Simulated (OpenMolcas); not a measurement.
Run report: NClO (charge +1), single-point calculation

- system: NClO (nitrosyl chloride), charge +1, multiplicity 2
- method: PBE/STO-3G, UKS (OpenMolcas 26.06)

The geometry is that of the parent species in another charge or spin state. The geometry comes from this level: PBE0-D4/def2-TZVP.

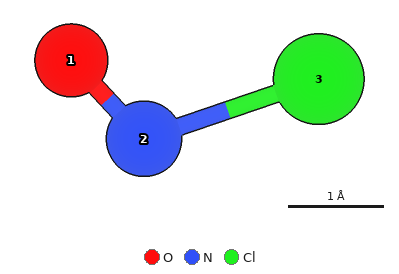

**Figure 1.** The structure as given in the input (ball-and-stick view, seen on its broad side; atoms are numbered from 1 in the order of the input). Bond lengths as drawn: Cl–N 1.94 Å and N–O 1.13 Å.

### Input file
```
>>> EXPORT MOLCAS_PRINT=2

&gateway
  baslib = $CurrDir
  coord = input.xyz
  basis = STO-3G
  group = NoSym

&seward
  gridinput
  Grid=UltraFine
  End of Grid

&scf
  uhf
  charge = 1
  spin = 2
  ksdft = PBE
  thresholds = 1e-10 1e-07 1e-07 1e-05
  prorbitals = 1 1
```

### File input.xyz
```
3

O      1.000080    -0.338330     0.513880
N      0.052050    -0.599550    -0.035840
Cl    -1.052130     0.937900    -0.478040
```

Launched with:
```bash
export MOLCAS_MEM=1860
pymolcas test.inp > test.log
```

### Log
```
--- Start Module: gateway ---

                                              &GATEWAY

                       available to each process: 1.9 GB of memory, 1 thread

 Basis Set     1 Label: O.STO-3G
 Basis set is read from library:.
 basistype.tbl is not found

 Basis Set     2 Label: N.STO-3G
 Basis set is read from library:.
 basistype.tbl is not found

 Basis Set     3 Label: CL.STO-3G
 Basis set is read from library:.
 basistype.tbl is not found

++    Symmetry information:
      ---------------------

                    Character Table for C1

                             E
                    a        1  x, y, xy, Rz, z, xz, Ry, yz, Rx, I
--

++    Basis set information:
      ----------------------

      Basis set label: O.STO-3G.........

      Electronic valence basis set:
      ------------------
      Associated Effective Charge   8.000000 au
      Associated Actual Charge      8.000000 au
      Nuclear Model: Point charge

      Shell  nPrim  nBasis  Cartesian Spherical Contaminant
         s       6       2        X
         p       3       1        X

      Basis set label: N.STO-3G.........

      Electronic valence basis set:
      ------------------
      Associated Effective Charge   7.000000 au
      Associated Actual Charge      7.000000 au
      Nuclear Model: Point charge

      Shell  nPrim  nBasis  Cartesian Spherical Contaminant
         s       6       2        X
         p       3       1        X

      Basis set label: CL.STO-3G.........

      Electronic valence basis set:
      ------------------
      Associated Effective Charge  17.000000 au
      Associated Actual Charge     17.000000 au
      Nuclear Model: Point charge

      Shell  nPrim  nBasis  Cartesian Spherical Contaminant
         s       9       3        X
         p       6       2        X
--

++    Molecular structure info:
      -------------------------

                    ************************************************
                    **** Cartesian Coordinates / bohr, angstrom ****
                    ************************************************

     Center  Label                x              y              z                     x              y              z
        1      O1               1.889877      -0.639351       0.971092              1.000080      -0.338330       0.513880
        2      N2               0.098360      -1.132985      -0.067728              0.052050      -0.599550      -0.035840
        3      CL3             -1.988238       1.772374      -0.903365             -1.052130       0.937900      -0.478040

                    ***************************************
                    *    InterNuclear Distances / bohr    *
                    ***************************************

               1 O1            2 N2            3 CL3
    1 O1       0.000000
    2 N2       2.128933        0.000000
    3 CL3      4.936576        3.673322        0.000000

                    *******************************************
                    *    InterNuclear Distances / angstrom    *
                    *******************************************

               1 O1            2 N2            3 CL3
    1 O1       0.000000
    2 N2       1.126583        0.000000
    3 CL3      2.612324        1.943838        0.000000
--

            Nuclear Potential Energy             86.24946244 au

--- Stop Module: gateway /rc=_RC_ALL_IS_WELL_ ---

--- Start Module: seward ---

                                              &SEWARD

                       available to each process: 1.9 GB of memory, 1 thread

               SEWARD will generate:
                  Multipole Moment integrals up to order  2
                  Kinetic Energy integrals
                  Nuclear Attraction integrals (point charge)
                  One-Electron Hamiltonian integrals
                  Velocity integrals
                  Orbital angular momentum around ( -0.5837   0.5524  -0.2618 )
                  Velocity quadrupole around ( -0.5837   0.5524  -0.2618 )
                  Two-Electron Repulsion integrals

                   Integrals are discarded if absolute value <: 1.00E-14
                   Integral cutoff threshold is set to       <: 1.00E-16

            Nuclear Potential Energy             86.24946244 au

      Basis set specifications :
      Symmetry species         a
      Basis functions           19

--- Stop Module: seward /rc=_RC_ALL_IS_WELL_ ---

--- Start Module: scf ---

                                                &SCF

                       available to each process: 1.9 GB of memory, 1 thread

++    Input section:
      --------------

      Header of the integral files:

      Cartesian coordinates in angstrom:
      -----------------------------------------------------
      No.  Label        X            Y            Z
      -----------------------------------------------------
       1   O1         1.00008000  -0.33833000   0.51388000
       2   N2         0.05205000  -0.59955000  -0.03584000
       3   CL3       -1.05213000   0.93790000  -0.47804000
      -----------------------------------------------------
      Nuclear repulsion energy =   86.24946244
--

++    Orbital specifications:
      -----------------------

      Symmetry species               1
                                     a
      Frozen orbitals                0
      Start temperature = 0.500
      End temperature   = 0.010
      Temperature Factor= 0.460
      Deleted orbitals               0
      Total number of orbitals      19
      Number of basis functions     19
--

      Molecular charge                           1.000

      Numerical integration parameters
      --------------------------------
      Radial quadrature type:                         MHL
      Size of radial grid:                            99
      Lebedev angular grid:                           41
      Angular grid pruned with the crowding factor:  1.00E+10
                                 and fading factor:  1.00E+01
      Screening threshold for integral computation:   1.00E-11
      Radial quadrature accuracy:                     1.00E-25
      Maximum batch size:                             128
      AO values are stored on disk
      The same grid will be used for all iterations.

      DFT functional specifications
      -----------------------------
      Using Libxc version: 6.2.2
      Please cite the following reference:
      S. Lehtola, C. Steigemann, M. J.T. Oliveira, and M. A.L. Marques.,  SoftwareX 7, 1–5 (2018) doi:10.1016/j.softx.2017.11.002

      * Perdew, Burke & Ernzerhof
        - J. P. Perdew, K. Burke, and M. Ernzerhof.,  Phys. Rev. Lett. 77, 3865 (1996) doi:10.1103/PhysRevLett.77.3865
        - J. P. Perdew, K. Burke, and M. Ernzerhof.,  Phys. Rev. Lett. 78, 1396 (1997) doi:10.1103/PhysRevLett.78.1396
      * Perdew, Burke & Ernzerhof
        - J. P. Perdew, K. Burke, and M. Ernzerhof.,  Phys. Rev. Lett. 77, 3865 (1996) doi:10.1103/PhysRevLett.77.3865
        - J. P. Perdew, K. Burke, and M. Ernzerhof.,  Phys. Rev. Lett. 78, 1396 (1997) doi:10.1103/PhysRevLett.78.1396

++    Optimization specifications:
      ----------------------------

      SCF Algorithm: Conventional USCF
      D(i)-D(i-1) density differences are used
      Number of density matrices in core                 5
      Maximum number of NDDO SCF iterations            400
      Maximum number of HF SCF iterations              400
      Threshold for SCF energy change             1.00E-10
      Threshold for density matrix                1.00E-07
      Threshold for Fock matrix                   1.00E-07
      Threshold for linear dependence             1.00E-09
      Threshold at which DIIS is turned on        1.50E-01
      Maximum depth in the DIIS procedure                5
      Maximum depth in the BFGS Hessian update          30
      Threshold at which QNR/C2DIIS is turned on  7.50E-02
      Threshold for Norm(delta) (QNR/C2DIIS)      1.00E-05
      All orbitals punched on: UHFORB
--

      Input vectors read from INPORB
      Orbital file label: *Guess orbitals

++ Convergence information
                               UHF PBE        iterations: Energy and convergence statistics

Iter     Tot. PBE        One-elec.       Two-elec.     Energy      Max Dij or  Max Fij      DNorm      TNorm      AccCon     Time
         Energy          Energy          Energy        Change      Delta Norm                                                in Sec.
   1  -580.421325953 -1005.045917899   338.375129504   0.00E+00    1.03E-01*   5.76E-01*    9.46E+00   1.03E+02   None         0.
   2  -581.533260940 -1006.716058902   338.933335521  -1.11E+00*   3.83E-01*   2.04E-01*    5.08E+00   1.03E+02   EDIIS        0.
   3  -578.745906912 -1003.018602839   338.023233485   2.79E+00*   1.13E-01*   2.33E-01*    3.99E+00   1.02E+02   EDIIS        0.
   4  -582.539829517 -1005.164792140   336.375500181  -3.79E+00*   1.99E-01*   2.86E-02*    2.53E+00   1.03E+02   EDIIS        0.
   5  -582.541874244 -1005.939218469   337.147881784  -2.04E-03*   4.58E-01*   5.92E-02*    1.23E+00   1.03E+02   EDIIS        0.
   6  -582.389832364 -1004.563073224   335.923778418   1.52E-01*   2.06E-01*   3.72E-02*    2.10E+00   1.03E+02   EDIIS        0.
   7  -582.552589767 -1005.506021934   336.703969726  -1.63E-01*   3.37E-01*   4.86E-02*    9.98E-01   1.03E+02   EDIIS        0.
   8  -582.597666346 -1005.201369201   336.354240414  -4.51E-02*   5.09E-01*   2.09E-02*    1.52E+00   1.03E+02   EDIIS        0.
   9  -582.601567564 -1005.709582791   336.858552785  -3.90E-03*   2.13E-01*   1.83E-02*    1.29E+00   1.03E+02   EDIIS        0.

       Fermi aufbau procedure completed!
      nOcc(alpha)=   16
      nOcc(beta) =   15

  10  -582.624970323 -1005.308396970   336.433964205  -2.34E-02*   6.64E-02*   1.88E-02*    6.18E-01   1.03E+02   EDIIS        0.
  11  -582.631873582 -1005.433378368   336.552042344  -6.90E-03*   1.41E-01*   8.13E-03*    2.30E-01   1.03E+02   c2DIIS       0.
  12  -582.631883907 -1005.484992575   336.603646226  -1.03E-05*   1.03E-01*   4.45E-03*    2.90E-01   1.03E+02   c2DIIS       0.
  13  -582.633962014 -1005.424035411   336.540610955  -2.08E-03*   5.29E-03*   1.14E-03*    1.76E-01   1.03E+02   c2DIIS       0.
  14  -582.634197343 -1005.402073903   336.518414118  -2.35E-04*   1.24E-01*   1.48E-03*    1.96E-02   1.03E+02   QNRc2DIIS    0.
  15  -582.633507878 -1005.355258288   336.472287969   6.89E-04*   8.79E-02*   1.17E-02*    2.05E-01   1.03E+02   QNRc2DIIS    0.
  16  -582.634222739 -1005.397871783   336.514186603  -7.15E-04*   4.42E-03*   1.37E-03*    1.44E-01   1.03E+02   QNRc2DIIS    0.
  17  -582.634227632 -1005.399532901   336.515842827  -4.89E-06*   5.53E-03*   2.98E-04*    6.01E-03   1.03E+02   QNRc2DIIS    0.
  18  -582.634228282 -1005.399915188   336.516224464  -6.50E-07*   7.31E-04*   3.93E-05*    9.22E-03   1.03E+02   QNRc2DIIS    0.
  19  -582.634228299 -1005.399925483   336.516234743  -1.64E-08*   1.43E-04*   1.28E-05*    1.23E-03   1.03E+02   QNRc2DIIS    0.
  20  -582.634228300 -1005.399990301   336.516299559  -1.31E-09*   4.30E-05*   2.50E-06*    2.16E-04   1.03E+02   QNRc2DIIS    0.
  21  -582.634228300 -1005.399972274   336.516281532  -1.02E-10*   8.63E-06    6.82E-07*    7.14E-05   1.03E+02   QNRc2DIIS    0.
  22  -582.634228300 -1005.399974323   336.516283581  -4.77E-12    2.43E-06    2.72E-07*    1.58E-05   1.03E+02   QNRc2DIIS    0.
  23  -582.634228300 -1005.399972944   336.516282202  -7.96E-13    3.38E-07    3.03E-08     4.45E-06   1.03E+02   QNRc2DIIS    0.

       Convergence after  23 Iterations
--

 *****************************************************************************************************************************
 *                                             SCF/KS-DFT Program, Final results                                             *
 *                                                       Final Results                                                       *
 *****************************************************************************************************************************

::    Total KS-DFT energy                            -582.6342283001
      One-electron energy                           -1005.3999729441
      Two-electron energy                             336.5162822022
      Nuclear repulsion energy                         86.2494624418
      Kinetic energy (interpolated)                   570.0364988848
      Virial theorem                                    1.0220998646
      Total spin, S(S+1)                                0.7529855280
      Total spin, S                                     0.5014916515
      Max non-diagonal density matrix element           0.0000001515
      Max non-diagonal Fock matrix element              0.0000000083

      All orbitals with orbital energies smaller than  E(LUMO)+0.5 are printed

++    Molecular orbitals:
      -------------------

      Title: UKS-DFT orbitals (alpha)

      Molecular orbitals for symmetry species 1: a

          Orbital            1         2         3         4         5         6         7         8         9        10
          Energy         -100.0704  -19.2289  -14.4789   -9.4124   -7.2715   -7.2503   -7.2478   -1.5848   -1.0787   -0.9291
          Occ. No.          1.0000    1.0000    1.0000    1.0000    1.0000    1.0000    1.0000    1.0000    1.0000    1.0000

          Orbital           11        12        13        14        15        16        17        18
          Energy           -0.8265   -0.8211   -0.7666   -0.5968   -0.5813   -0.5779   -0.4626   -0.4024
          Occ. No.          1.0000    1.0000    1.0000    1.0000    1.0000    1.0000    0.0000    0.0000

--

      All orbitals with orbital energies smaller than  E(LUMO)+0.5 are printed

++    Molecular orbitals:
      -------------------

      Title: UKS-DFT orbitals (beta)

      Molecular orbitals for symmetry species 1: a

          Orbital            1         2         3         4         5         6         7         8         9        10
          Energy         -100.0675  -19.2264  -14.4764   -9.4084   -7.2623   -7.2471   -7.2456   -1.5790   -1.0566   -0.9143
          Occ. No.          1.0000    1.0000    1.0000    1.0000    1.0000    1.0000    1.0000    1.0000    1.0000    1.0000

          Orbital           11        12        13        14        15        16        17        18
          Energy           -0.8169   -0.8100   -0.7512   -0.5680   -0.5633   -0.5438   -0.4562   -0.3836
          Occ. No.          1.0000    1.0000    1.0000    1.0000    1.0000    0.0000    0.0000    0.0000

--

++    Molecular charges:
      ------------------

      Mulliken charges per centre and basis function type
      ---------------------------------------------------

                            O1                      N2                      CL3
                     alpha        beta       alpha        beta       alpha        beta
      1s           1.9460      1.9449      1.8972      1.8374      2.9962      2.9967
      2px          0.6151      0.6193      0.4839      0.4824      1.8715      1.8777
      2pz          0.6011      0.6050      0.4795      0.4741      1.9299      1.9092
      2py          0.7766      0.6196      0.5444      0.4794      1.8586      1.1544
      Total        3.9388      3.7888      3.4050      3.2732      8.6562      7.9380
      Total              7.7276                  6.6783                 16.5942

      Charge            0.2724                  0.3217                  0.4058

      Total electronic charge=   31.000000

      Total            charge=    1.000000
--

++    Molecular orbitals:
      -------------------

      Title: Natural orbitals

      Molecular orbitals for symmetry species 1: a

          Orbital            1         2         3         4         5         6         7         8         9        10
          Energy         -100.0690  -19.2270  -14.4772   -9.4104   -7.2664   -7.2489   -7.2467   -1.4818   -1.0489   -0.9048
          Occ. No.          2.0000    2.0000    2.0000    2.0000    2.0000    2.0000    2.0000    2.0000    2.0000    2.0000

          Orbital           11        12        13        14        15        16        17        18        19
          Energy           -0.8148   -0.7086   -0.8863   -0.5789   -0.6905   -0.5691   -0.3928   -0.4594    0.0857
          Occ. No.          2.0000    2.0000    2.0000    1.9998    1.9987    1.0000    0.0013    0.0002    0.0000

--

++    Molecular properties:
      ---------------------

      Charge (e):
                      =    1.0000
      Dipole Moment (debye):
      Origin of the operator (angstrom)=   -0.3089    0.2923   -0.1385
                   X=  1.2775E+00               Y= -9.1264E-01               Z=  6.0478E-01           Total=  1.6825E+00
      Center of Charge (angstrom)
                     X=   -0.04290112               Y=    0.10230021               Z=   -0.01260403
      Quadrupole Moment (debye*angstrom):
      Origin of the operator (angstrom)=   -0.3089    0.2923   -0.1385
                  XX= -1.6552E+01              XY= -3.0384E+00              XZ=  1.2283E+00              YY= -1.6073E+01
                  YZ= -1.3163E+00              ZZ= -1.8844E+01
      In traceless form (debye*angstrom)
                  XX=  9.0622E-01              XY= -4.5576E+00              XZ=  1.8425E+00              YY=  1.6256E+00
                  YZ= -1.9744E+00              ZZ= -2.5318E+00
--

--- Stop Module: scf /rc=_RC_ALL_IS_WELL_ ---
--- Module scf spent 4 seconds ---

.##################.
.# Happy landing! #.
.##################.

    Timing: Wall=5.29 User=3.97 System=1.28
```

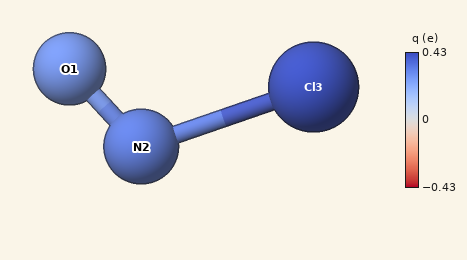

**Figure 2.** Mulliken charges, as the colour of each atom (ball-and-stick view, seen on its broad side; atoms are numbered from 1 in the order of the input). By element: O +0.27, N +0.32 and Cl +0.41 e.

### Results in brief

```json
{"quantity": "outcome", "value": "converged"}
{"quantity": "total energy", "value": "−582.634228 hartree"}
{"quantity": "basis functions", "value": "19"}
{"quantity": "⟨S²⟩", "value": "0.753"}
{"quantity": "hardware", "value": "1 thread of AMD EPYC (Zen 4), 64 GiB of memory available, shared host"}
{"quantity": "wall time", "value": "5.7 s"}
{"quantity": "peak memory", "value": "0.37 GiB"}
```
